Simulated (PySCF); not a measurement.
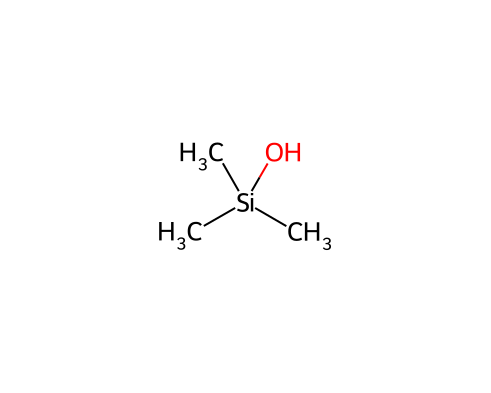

Source: calculation with PySCF.

2D structure.

Q: Write the SMILES.

A: C[Si](C)(C)O

Q: Give the formula, hydrogens included.

A: C3H10OSi.

Q: An optimisation with PBE0-D3(BJ)/def2-SVP gave a structure of which point group?

A: Cs.
